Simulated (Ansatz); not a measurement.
# U-wB97X/aug-cc-pVDZ run of C2F3 (SMILES F[C]=C(F)F)

Aim: the vertical electron affinity of C2F3 at U-wB97X/aug-cc-pVDZ, from 2 runs. 

Program for the calculation: Ansatz 0.2.0.

45 further runs of the same task are left out: 3 that didn't finish, 42 set aside as unsound or not needed.

## (1) The structure to begin with

C2F3: 5 atoms, total charge 0, spin state doublet. SMILES: `F[C]=C(F)F`. The coordinates come from a PBE0-D4/def2-TZVP relaxation.

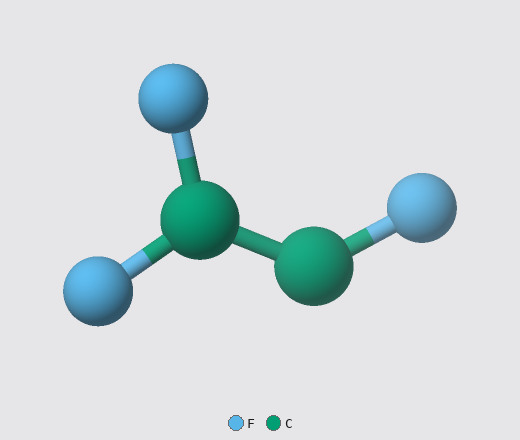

The structure, seen from a chosen angle (fluorine blue, carbon teal).

## (2) A single-point energy at U-wB97X/aug-cc-pVDZ

Input file job.yaml:

```yaml
crystal:
  periodic: [false, false, false]
  atoms:
    - {symbol: F, position_ang: [0.577720, -1.033470, 1.511080]}
    - {symbol: C, position_ang: [0.506940, 0.038840, 0.785720]}
    - {symbol: C, position_ang: [-0.126500, 0.247860, -0.343200]}
    - {symbol: F, position_ang: [-0.848620, -0.650470, -0.980670]}
    - {symbol: F, position_ang: [-0.109540, 1.397240, -0.972920]}
basis:
  gaussian: {orbitals: aug-cc-pVDZ}
magnetization: {spin_polarized: true, initial_magnetization: 1}
hamiltonian: {xc: {name: wB97X}}
accuracy: high
output: {orbitals: {seedname: orbitals}}
```

Command:

```console
$ ansatz run job.yaml --threads 1 --pin off --max-ram 3480MiB --events-out events.jsonl --progress --plain --runs-dir runs
```

What it wrote:

```text
Warning: RAYON_NUM_THREADS=1 ignored (pool sized by the plan → 1); use --threads N
Functional definition: wB97X
  name "wB97X"
  parameter omega = 0.3/bohr
  parameter cx = 0.157706
  parameter cx1 = 0.726479
  parameter cx2 = 1.04760
  parameter cx3 = -5.70635
  parameter cx4 = 13.2794
  parameter css1 = -4.33879
  parameter css2 = 18.2308
  parameter css3 = -31.7430
  parameter css4 = 17.2901
  parameter cos1 = 2.37031
  parameter cos2 = -11.3995
  parameter cos3 = 6.58405
  parameter cos4 = -3.78132
  exchange = spin_sum(e_x_unif_sr(omega)*poly(b97_u_x, 1 - cx, cx1, cx2, cx3, cx4)) + cx*exact_x_sr(omega)
      + exact_x_lr(omega)
  correlation = spin_sum(e_c_pw_same_spin*poly(b97_u_same, 1, css1, css2, css3, css4))
      + integral(e_c_pw_opposite_spin*poly(b97_u_opposite, 1, cos1, cos2, cos3, cos4))
2299 factors; integrals over basis functions are off by at most 2.3e-9 eV
425 factors; integrals over basis functions are off by at most 1.6e-9 eV
mean field evaluation 1: about -10217.6919 eV, gradient 2.0e1 eV
mean field evaluation 2: about -10218.3703 eV, gradient 1.8e1 eV
mean field evaluation 4: about -10219.2437 eV, gradient 9.0e-1 eV
mean field evaluation 8: about -10219.3686 eV, gradient 1.8e-1 eV
mean field evaluation 16: about -10219.3704 eV, gradient 7.5e-4 eV
mean field evaluation 32: about -10219.3704 eV, gradient 1.2e-6 eV
mean field -10219.37042094 eV, -375.5549360314 hartree, gradient 1.9e-8 eV, S^2 0.764656; 2 other end points of the search recorded, 0 dependent functions left out
reference -10219.37041678 eV, -375.5549358785 hartree; 20, 19 occupied and 95, 96 virtual orbitals, 2299 factors
Total energy: -10219.37041678 eV, -375.5549358785 hartree
```

Run time: 1.9 min. Hardware: 1 thread of Arm Neoverse N1, shared host; peak memory 0.89 GiB.

## (3) The singlet anion, same level

job.yaml: that of step 2 with these lines changed.

```diff
@@ -10,3 +10,3 @@
   gaussian: {orbitals: aug-cc-pVDZ}
-magnetization: {spin_polarized: true, initial_magnetization: 1}
+total_charge: -1
 hamiltonian: {xc: {name: wB97X}}
```

Command:

```console
$ ansatz run job.yaml --threads 1 --pin off --max-ram 3480MiB --events-out events.jsonl --progress --plain --runs-dir runs
```

What it wrote:

```text
Warning: RAYON_NUM_THREADS=1 ignored (pool sized by the plan → 1); use --threads N
[... 17 set-up lines as earlier in the session ...]
      + exact_x_lr(omega)
[... 1 set-up line as earlier in the session ...]
      + integral(e_c_pw_opposite_spin*poly(b97_u_opposite, 1, cos1, cos2, cos3, cos4))
2298 factors; integrals over basis functions are off by at most 2.3e-9 eV
425 factors; integrals over basis functions are off by at most 1.6e-9 eV
mean field evaluation 1: about -10217.5358 eV, gradient 3.6e1 eV
mean field evaluation 2: about -10218.1063 eV, gradient 3.6e1 eV
mean field evaluation 4: about -10220.7206 eV, gradient 1.8e0 eV
mean field evaluation 8: about -10220.8427 eV, gradient 3.2e-1 eV
mean field evaluation 16: about -10220.8435 eV, gradient 1.1e-3 eV
mean field evaluation 32: about -10220.8435 eV, gradient 2.9e-8 eV
mean field -10220.84345830 eV, -375.6090691560 hartree, gradient 2.9e-8 eV, S^2 0.000000; 0 other end points of the search recorded, 0 dependent functions left out
reference -10220.84345464 eV, -375.6090690217 hartree; 20, 20 occupied and 95, 95 virtual orbitals, 2298 factors
Total energy: -10220.84345464 eV, -375.6090690217 hartree
```

It took 56 s on 1 thread of Arm Neoverse N1, shared host; peak memory 0.59 GiB.

## (4) What came out

Level: U-wB97X/aug-cc-pVDZ.

```
                                                            quantity          value
                                          doublet C2F3: total energy  -375.55494 Eh
                    doublet C2F3: HOMO energy (highest over α and β)      -10.07 eV
                     doublet C2F3: LUMO energy (lowest over α and β)       -1.59 eV
                                                  doublet C2F3: ⟨S²⟩          0.765
                                         singlet anion: total energy  -375.60907 Eh
                                          singlet anion: HOMO energy       -1.67 eV
                                          singlet anion: LUMO energy        5.64 eV
singlet anion: HOMO–LUMO gap (to an unbound level, set by the basis)        7.31 eV
                   vertical electron affinity (to the singlet anion)       1.473 eV
```

At fixed nuclei the extra electron is bound by 1.47 eV (142 kJ/mol).
